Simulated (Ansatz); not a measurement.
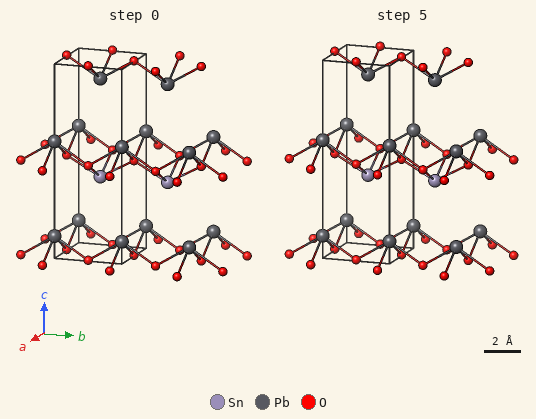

The structure of solid SnPb$_{3}$O$_{4}$ (a generated structure, set up in P4mm) before (left) and after (right) a relaxation, at one scale.

The picture is a ball-and-stick view of the cell of the calculation, repeated 1 × 2 × 1 with one cell outlined, seen slightly off an axis.

Computed with Ansatz 0.2.0, DFT PBE, scalar-relativistic, plane waves, PAW.

Input
```yaml
crystal:
  lattice:
    - [4.0478040366, 0.0, 0.0]
    - [0.0, 4.0478040366, 0.0]
    - [0.0, 0.0, 11.3061429664]
  atoms:
    - { symbol: Sn, position: [0.5, 0.5, 0.3940021469] }
    - { symbol: Pb, position: [0.0, 0.0, 0.1147061136] }
    - { symbol: Pb, position: [0.0, 0.0, 0.6014886947] }
    - { symbol: Pb, position: [0.5, 0.5, 0.8986430348] }
    - { symbol: O, position: [0.0, 0.5, 0.0047017221] }
    - { symbol: O, position: [0.0, 0.5, 0.490877783] }
    - { symbol: O, position: [0.5, 0.0, 0.0047017221] }
    - { symbol: O, position: [0.5, 0.0, 0.490877783] }
basis:
  ecutwfc: 420
kpoints:
  mp_grid: { grid: [8, 8, 4] }
hamiltonian:
  xc: pbe
scf:
  occupations: { method: gaussian, width: 0.02 }
output:
  forces: true
  stress: true
  eigenvalues: true
relax:
  adjacent_minimum: "off"
  f_tol: 0.01
  max_steps: 30
  cell: { stress_tol: 0.1, fix: [volume] }
```

Command:
```bash
ansatz run input.yaml --threads 4 --pin off --max-ram 8192MiB --backend cpu --events-out ev --progress --plain --runs-dir out
```

Q: What changed between the two?

A: Pb3 moves most relative to the cell: 0.055 Å along −c. Largest moves by element: Pb 0.055 Å, O 0.022 Å, Sn 0.008 Å. The drawn cell changes at constant volume: a = b 4.048 → 4.013 Å (−0.9 %), c 11.306 → 11.505 Å (+1.8 %). Some distances before and after: Pb3–O6 2.379 → 2.357 Å, Pb2–O5 2.376 → 2.353 Å, Pb4–O5 2.352 → 2.333 Å, Sn1–O6 2.301 → 2.282 Å. The space group stays P4mm (No. 99). The energy falls by 3.7 meV per atom in 3 accepted moves (5 points after the start). Largest force component: 0.37 eV/Å at the start, 0.0053 eV/Å at the end. Pressure: −2.06 GPa at the start and −0.42 GPa at the end. The line search rejected the trial step at point 1 of the run. The SCF was repeated once at an unchanged geometry on a basis and grid sized afresh for the cell, which shifted the energy by 0.1 meV per atom at most.

Limits of the set-up: layers or molecules are held without a dispersion correction, so their spacing is unreliable.
